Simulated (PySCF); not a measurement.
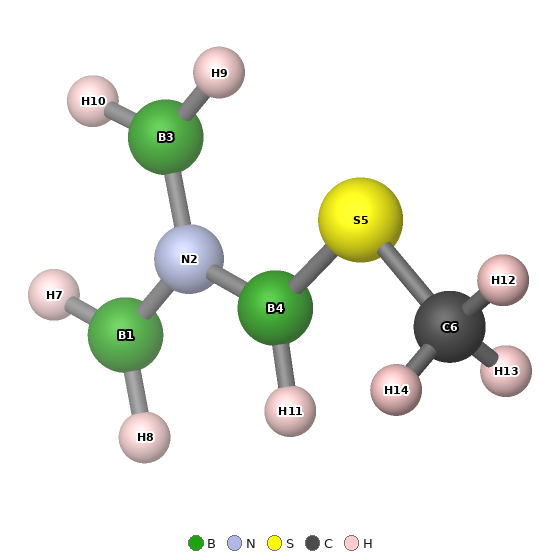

Structure of CH₈B₃NS, SMILES BN(B)BSC.

Kohn-Sham orbital energies near the frontier, PBE0/6-31+G(d), PySCF 2.14.0, at a PBE0-D3(BJ)/def2-SVP geometry (no frequency check), isolated molecule; empty levels in grey, levels within 0.03 eV side by side.

**Where do the frontier orbitals lie?**

HOMO at −7.49 eV, LUMO at −1.45 eV, 6.04 eV apart.

**List the levels with the atoms that carry most of them (a dash for levels above zero or within 0.03 eV of another, where shares mean little).**

| orbital | energy (eV) | Löwdin shares |
| --- | --- | --- |
| LUMO+1 | −1.13 | B1 53 %, B4 34 %, S5 8 % |
| LUMO | −1.45 | B3 64 %, B1 17 %, B4 15 % |
| HOMO | −7.49 | S5 74 %, B4 8 %, N2 6 % |
| HOMO−1 | −8.53 | S5 53 %, B4 15 %, H11 9 % |
| HOMO−2 | −9.00 | B1 25 %, B3 20 %, H8/H7 14 % each |

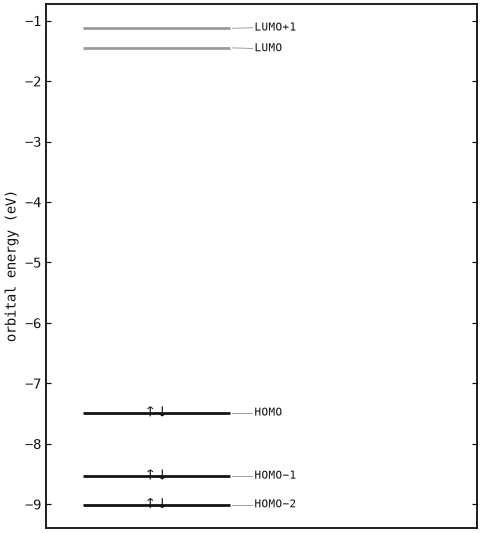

Note: one conformer of a flexible molecule; empty levels above zero depend strongly on the basis.
